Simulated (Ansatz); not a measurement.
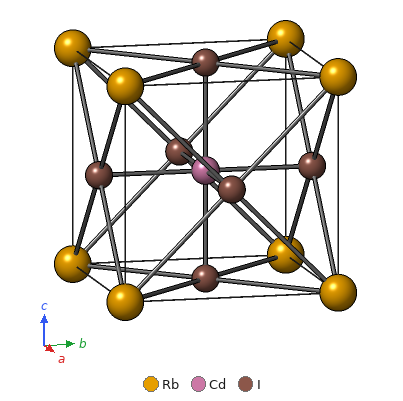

We look at a ball-and-stick model of the crystal slightly off an axis. Atoms at the boundary of the conventional unit cell (the box) are drawn once for each face, edge or corner they touch.

RbCdI$_{3}$, cubic perovskite, space group Pm-3m (No. 221), a = 5.951 Å, b = 5.951 Å, c = 5.951 Å, α = 90.00°, β = 90.00°, γ = 90.00°. It goes back to a structure type filled with these elements by a generator (whether the compound takes this form wasn't checked). Earlier steps of the study may have refined or changed the cell and positions. Ansatz was used for an electronic-structure calculation on it.

This one geometry was computed with Ansatz (DFT, plane waves, PAW) at three levels of theory: HSE06, PBE and r2SCAN. It was relaxed beforehand with r2SCAN.

**How does the band gap change with the level of theory?**

PBE: a metal; r2SCAN: a gap of 0.18 eV, indirect; HSE06: a gap of 0.59 eV, indirect.

**Collect the results in a table.**

| level | cutoff (eV) | k-mesh of the run's cell | gap (eV) | pressure (GPa) |
| --- | --- | --- | --- | --- |
| HSE06 | 420 | 4×4×4 | 0.59 | 0.1 |
| PBE | 420 | 4×4×4 | metal | 0.6 |
| r2SCAN | 500 | 4×4×4 | 0.18 | 0.0 |

Gaps are taken on the k-mesh or band path of each run.
